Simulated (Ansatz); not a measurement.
AlBrFH$_{3}$

```yaml
atoms:
  - { symbol: Al, position_ang: [-0.6828, 0.4301, -0.3454] }
  - { symbol: Br, position_ang: [1.7880, -0.8531, -0.1060] }
  - { symbol: H, position_ang: [-1.3783, -0.5565, -1.3635] }
  - { symbol: H, position_ang: [-0.1758, 1.8818, -0.7047] }
  - { symbol: H, position_ang: [1.3396, -0.9962, 1.2419] }
  - { symbol: F, position_ang: [-0.8907, 0.0941, 1.2776] }
```

The product side of a reaction path; geometry: PBE0-D4/def2-TZVP.

Method: Ansatz 0.2.0, RKS PBE0-D4/def2-TZVPP.

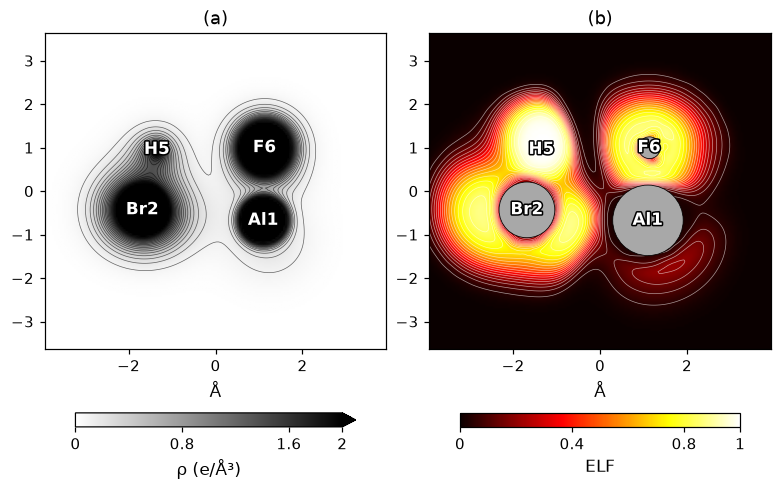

Figure 1. (a) electron density; (b) ELF on the plane of atoms Al1, Br2 and H5. Grey discs cover the atomic cores in the ELF map.

What does the map show?

The plane passes through Al, Br, H and F nuclei.
Al–F (1.67 Å): ρ at the midpoint is about 0.85 e/Å³; the ELF peaks at about 0.85 in the valence shell of F, 0.6 Å from its nucleus, and is about 0.35 at the midpoint.
Al–Br (2.79 Å): ρ at the midpoint is about 0.23 e/Å³, with its minimum of 0.14 e/Å³ about 1.0 Å from Al; the ELF peaks at about 0.85 in the valence shell of Br, 1.0 Å from its nucleus, and is about 0.70 at the midpoint.
Br–H (1.43 Å): ρ at the midpoint is about 1.6 e/Å³; the ELF climbs to about 1 towards the hydrogen, as it does in any bond to H.
The ELF also peaks beside Br2 and F6, away from the bonds: lone-pair regions.

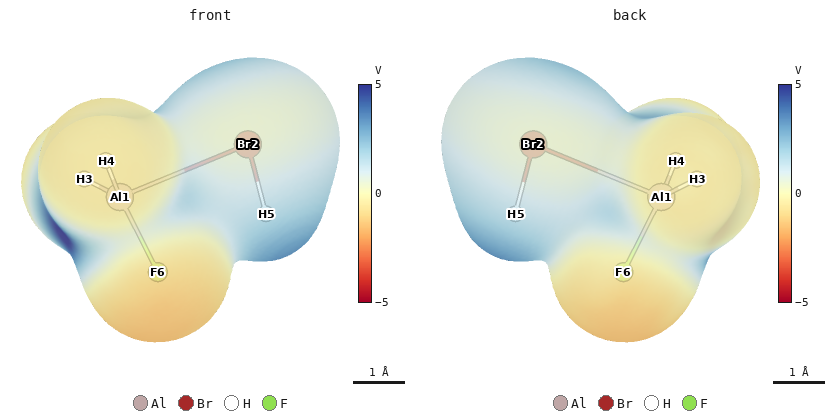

Figure 2. The molecular electrostatic potential painted on the density surface at 0.004 e/bohr³, seen from the front and from behind; red is negative and blue positive.

Which sites attract a positive test charge, and which a negative one?

A positive charge is drawn to the negative regions and a negative charge to the positive ones. The most negative region (about −1.5 V) lies over F6, the most positive (about +4.7 V) over Al1.

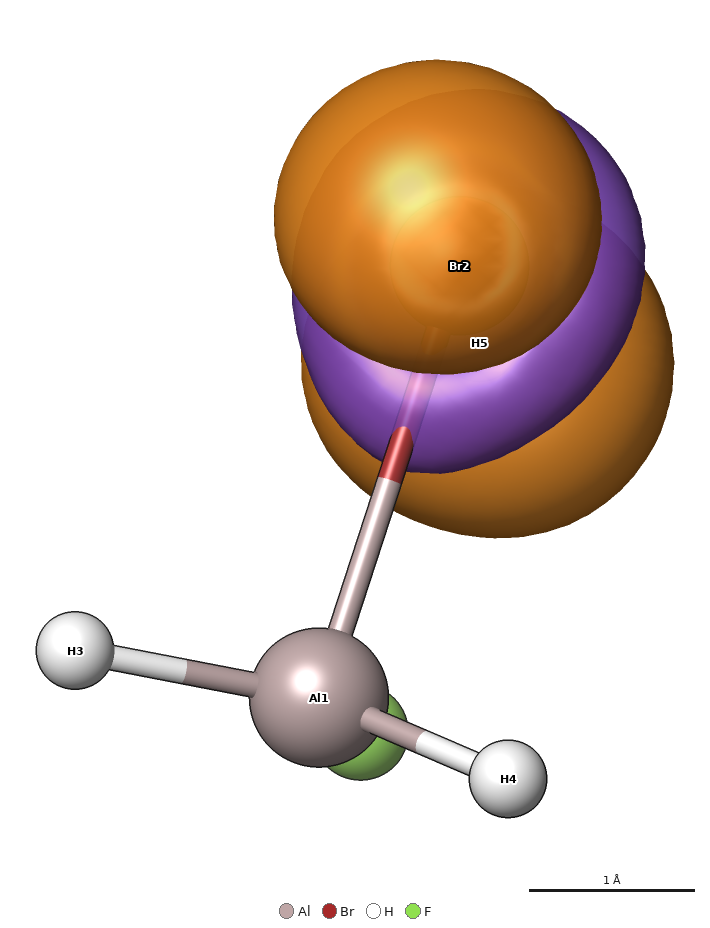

Figure 3. The LUMO at ±0.15 Å⁻³ᐟ² (orange and purple are the two phases), seen at an oblique angle.

Describe this orbital and give its energy.

By Hirshfeld shares it lies mainly on Br2 (about 55 %) and H5 (about 40 %). Its energy is −0.91 eV.
